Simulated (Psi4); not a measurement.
# C2F6 (hexafluoroethane): CCSD/6-31G(d) (spherical functions)

What is the energy change on altering one bond length of C2F6 (hexafluoroethane) at CCSD/6-31G* (spherical functions)? 

The calculation is run with Psi4 1.11.

## Step 1: The molecule

The species is C2F6 (8 atoms), meant as a singlet with charge 0. As SMILES, `FC(F)(F)C(F)(F)F`. Geometry: relaxed at PBE0-D4/def2-TZVP.

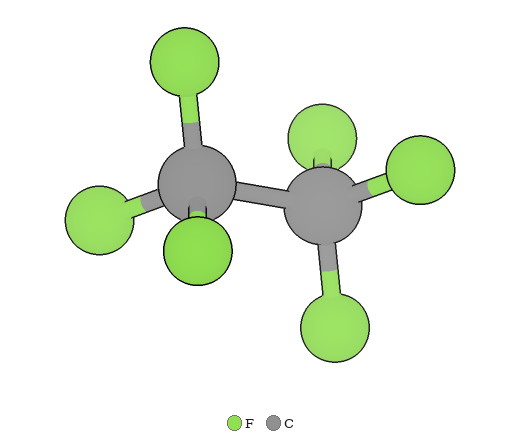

The structure, seen from a chosen angle (fluorine green, carbon grey).

## Step 2: The energy at CCSD/6-31G(d) (spherical functions)

File c2f6.json:

```json
{
 "schema_name": "qcschema_input",
 "schema_version": 1,
 "molecule": {
  "schema_name": "qcschema_molecule",
  "schema_version": 2,
  "symbols": ["F", "C", "F", "F", "C", "F", "F", "F"],
  "geometry": [2.01363547, -1.44991127, 2.1769645, 1.25222702, -0.75078819, -0.10376486, 3.01613518, 0.68272025, -1.15447148, 0.90434733, -2.79038849, -1.51408637, -1.25226481, 0.7507315, 0.10372707, -0.90139936, 2.79617105, 1.5049023, -2.01951251, 1.44034925, -2.17790936, -3.01316831, -0.67888411, 1.16465711],
  "molecular_charge": 0,
  "molecular_multiplicity": 1,
  "fix_symmetry": "c1"
 },
 "driver": "energy",
 "model": {
  "method": "ccsd",
  "basis": "6-31G*"
 },
 "keywords": {
  "puream": true,
  "e_convergence": 1e-09,
  "d_convergence": 1e-08,
  "scf_type": "pk",
  "num_frozen_docc": 8
 }
}
```

Command:

```
$ psi4 --qcschema c2f6.json -n 1 --memory 2200MB
```

stdout:

```text
[...]
  Running in c1 symmetry.
[...]
  Nuclear repulsion =  464.042411905118286
[...]
  Multiplicity = 1
[...]
  Nalpha       = 33
  Nbeta        = 33
[...]
    Number of basis functions: 112
[...]
   @RHF iter   1:  -672.17947899075295   -5.01251e-01   6.36818e-03 ADIIS/DIIS
[...]
   @RHF iter   9:  -672.37653741824249   -3.33102e-11   9.89699e-09 DIIS
[...]
    Orbital Energies [Eh]
    ---------------------
    Doubly Occupied:
       1A    -26.372651     2A    -26.372648     3A    -26.372636
       4A    -26.372632     5A    -26.372628     6A    -26.372626
       7A    -11.550696     8A    -11.550147     9A     -1.781739
      10A     -1.756649    11A     -1.675872    12A     -1.675867
      13A     -1.665555    14A     -1.665550    15A     -1.085417
      16A     -0.966011    17A     -0.901733    18A     -0.873874
      19A     -0.873872    20A     -0.842853    21A     -0.842852
      22A     -0.758169    23A     -0.737558    24A     -0.737556
      25A     -0.735277    26A     -0.735276    27A     -0.700437
      28A     -0.700435    29A     -0.682653    30A     -0.682651
      31A     -0.679458    32A     -0.671689    33A     -0.584858
[...]
  @RHF Final Energy:  -672.37653741824249
   => Energetics <=
    Nuclear Repulsion Energy =            464.0424119051182856
    One-Electron Energy =               -1860.1368478167180456
    Two-Electron Energy =                 723.7178984933572110
    Total Energy =                       -672.3765374182424921
[...]
 Multipole Moments:
 ------------------------------------------------------------------------------------
     Multipole            Electronic (a.u.)      Nuclear  (a.u.)        Total (a.u.)
 ------------------------------------------------------------------------------------
 L = 1.  Multiply by 2.5417464519 to convert [e a0] to [Debye]
 Dipole X            :         -0.0000451           -0.0000131           -0.0000582
 Dipole Y            :         -0.0000625           -0.0000197           -0.0000822
 Dipole Z            :         -0.0000542           -0.0000148           -0.0000689
 Magnitude           :                                                    0.0001220
[...]
      * MP2 total energy                      = -673.632824213172512
[...]
      * CCSD total energy                     = -673.644818777207320
[...]
```

The result, in JSON:

```text
{
 "driver": "energy",
 "model": {
  "method": "ccsd",
  "basis": "6-31G*"
 },
 "success": true,
 "return_result": -673.6448187772073,
 "properties": {
  "calcinfo_nbasis": 112,
  "calcinfo_nmo": 112,
  "calcinfo_nalpha": 33,
  "calcinfo_nbeta": 33,
  "calcinfo_natom": 8,
  "nuclear_repulsion_energy": 464.0424119051183,
  "return_energy": -673.6448187772073,
  "scf_one_electron_energy": -1860.136847816718,
  "scf_two_electron_energy": 723.7178984933572,
  "scf_dipole_moment": [-5.820356423491546e-05, -8.215741056449843e-05, -6.894231430520925e-05],
  "scf_total_energy": -672.3765374182425,
  "scf_iterations": 9,
  "mp2_same_spin_correlation_energy": -0.3564117992140269,
  "mp2_opposite_spin_correlation_energy": -0.8998749957161908,
  "mp2_singles_energy": -9.021149511258965e-28,
  "mp2_doubles_energy": -1.2562867949302177,
  "mp2_correlation_energy": -1.2562867949302177,
  "mp2_total_energy": -673.6328242131725,
  "ccsd_same_spin_correlation_energy": -0.31703604117718165,
  "ccsd_opposite_spin_correlation_energy": -0.9512453177879058,
  "ccsd_singles_energy": 0.0,
  "ccsd_doubles_energy": -1.2682813589650874,
  "ccsd_correlation_energy": -1.2682813589650874,
  "ccsd_total_energy": -673.6448187772073,
  "ccsd_iterations": 14
 }
}
```

Run time: 2 min. Hardware: 1 thread of AMD EPYC 7R43 (Zen 3), shared host; peak memory 1.1 GiB.

## Step 3: The distorted shape

File input.in:

```
memory 2200 MB

molecule {
  0 1
  F      1.157617    -0.227594     1.525163
  C      0.754697     0.142366     0.318253
  F      1.688117     0.900946    -0.237757
  F      0.478560    -1.476610    -0.801220
  C     -0.570623     0.936936     0.428053
  F     -0.384953     2.019336     1.169523
  F     -0.976633     1.301866    -0.779337
  F     -1.502453     0.180416     0.989473
  units angstrom
  symmetry c1
}

set globals {
  basis 6-31G*
  puream true
  e_convergence 1e-09
  d_convergence 1e-08
  scf_type pk
  num_frozen_docc 8
}

energy('ccsd')
```

Command:

```
$ psi4 -i input.in -o input.out -n 1
```

input.out:

```text
[...]
  Running in c1 symmetry.
[...]
  Nuclear repulsion =  440.564125346087621
[...]
  Multiplicity = 1
[...]
  Nalpha       = 33
  Nbeta        = 33
[...]
    Number of basis functions: 112
[...]
   @RHF iter   1:  -671.91775393454463   -9.50536e-01   7.48645e-03 ADIIS/DIIS
[...]
   @RHF iter  15:  -672.22753417577121   -5.68434e-12   3.88932e-09 DIIS
[...]
    Orbital Energies [Eh]
    ---------------------
    Doubly Occupied:
       1A    -26.428883     2A    -26.428877     3A    -26.403465
       4A    -26.390017     5A    -26.389934     6A    -26.265566
       7A    -11.607321     8A    -11.588978     9A     -1.798702
      10A     -1.774776    11A     -1.714385    12A     -1.694886
      13A     -1.686302    14A     -1.476601    15A     -1.114011
      16A     -0.983975    17A     -0.914746    18A     -0.892515
      19A     -0.883395    20A     -0.855881    21A     -0.827581
      22A     -0.787232    23A     -0.756853    24A     -0.755440
      25A     -0.753969    26A     -0.731409    27A     -0.713389
      28A     -0.707900    29A     -0.693879    30A     -0.652108
      31A     -0.586114    32A     -0.585966    33A     -0.533636
[...]
  @RHF Final Energy:  -672.22753417577121
   => Energetics <=
    Nuclear Repulsion Energy =            440.5641253460876214
    One-Electron Energy =               -1812.8259352672971545
    Two-Electron Energy =                 700.0342757454383218
    Total Energy =                       -672.2275341757712113
[...]
 Multipole Moments:
 ------------------------------------------------------------------------------------
     Multipole            Electronic (a.u.)      Nuclear  (a.u.)        Total (a.u.)
 ------------------------------------------------------------------------------------
 L = 1.  Multiply by 2.5417464519 to convert [e a0] to [Debye]
 Dipole X            :          0.1004011            0.0150893            0.1154904
 Dipole Y            :          0.8478556            0.0885249            0.9363805
 Dipole Z            :          0.5728620            0.0612112            0.6340732
 Magnitude           :                                                    1.1367477
[...]
      * MP2 total energy                      = -673.522491307711221
[...]
      * CCSD total energy                     = -673.529022834007378
[...]
```

Wall time 3.3 min (1 thread of AMD EPYC 7R43 (Zen 3), shared host); peak memory 1.1 GiB.

## Step 4: What came out

Level: CCSD/6-31G* (spherical functions), 8 core orbitals frozen.

```
                                                         quantity          value
                                        first shape: total energy  -673.64482 Eh
                 first shape: HOMO energy (Hartree–Fock orbitals)      -15.91 eV
                 first shape: LUMO energy (Hartree–Fock orbitals)        7.97 eV
               first shape: HOMO–LUMO gap (Hartree–Fock orbitals)       23.89 eV
         first shape: correlation energy (8 core orbitals frozen)    -1268.3 mEh
                                       first shape: T1 diagnostic          0.012
                                    distorted shape: total energy  -673.52902 Eh
             distorted shape: HOMO energy (Hartree–Fock orbitals)      -14.52 eV
             distorted shape: LUMO energy (Hartree–Fock orbitals)        0.72 eV
           distorted shape: HOMO–LUMO gap (Hartree–Fock orbitals)       15.24 eV
     distorted shape: correlation energy (8 core orbitals frozen)    -1301.5 mEh
                                   distorted shape: T1 diagnostic          0.017
energy change with the C2–F4 bond stretched from 1.325 to 1.988 Å       3.151 eV
```

With the C2–F4 bond stretched from 1.325 to 1.988 Å the energy rises by 3.15 eV (73 kcal/mol). The first shape isn't relaxed at this level, so the change isn't measured from a minimum.
